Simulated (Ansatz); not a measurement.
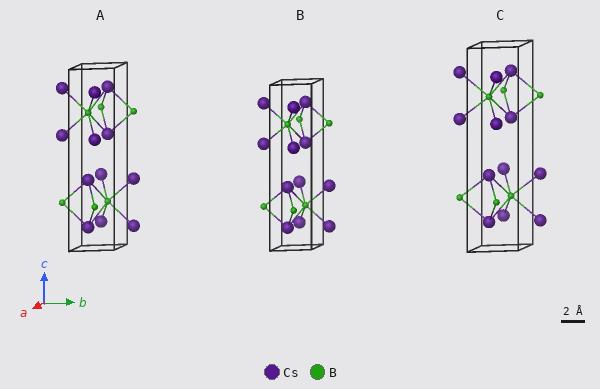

3 geometries from one relaxation of crystalline Cs2B (built on the 2H molybdenite_194 type) (coarse preliminary run), in shuffled order. A ball-and-stick model of the cell of the calculation, seen slightly off an axis.

Case: 2H molybdenite type (P6_3/mmc, No. 194).

All numbers below come from DFT PBE, scalar-relativistic, plane waves, PAW in Ansatz. Settings: plane-wave cutoff 420 eV; k-point mesh 6 × 6 × 2; occupations gaussian; smearing width 0.1 eV; no spin polarisation; cell and atoms relaxed; force threshold 0.04 eV/Å; at most 70 steps.

Order the frames from highest to lowest energy.

Answer. B, A, C. They are steps 0, 2, 8, at +2.596 eV per cell of the calculation, +0.577 eV per cell of the calculation relative to the last. The largest moves relative to the cell, 0.14 Å, are those of Cs atoms. B stays in place. The drawn cell changes as follows: a = b 3.787 → 4.663 Å (+23.1 %), c 14.731 → 18.101 Å (+22.9 %); the volume changes by +86.3 %. Some distances before and after: B–Cs 2.835 → 3.403 Å. Bond angles that change, for instance: Cs–B–Cs 79.1° → 75.4°, B–Cs–B 83.8° → 86.5°, Cs–B–Cs 83.8° → 86.5°. The space group stays P6_3/mmc (No. 194). The energy falls by 2.596 eV per cell of the calculation in 6 accepted moves (8 points after the start). Largest force component: 1.4 eV/Å at the start, 0.007 eV/Å at the end. The pressure goes from 9.23 to 0.08 GPa. The SCF was repeated twice at an unchanged geometry on a basis and grid sized afresh for the cell, which shifted the energy by 0.114 eV per cell of the calculation at most. Cost: 70 s on 1 thread of Arm Neoverse V1, with other jobs on the host, peak memory 0.53 GiB.
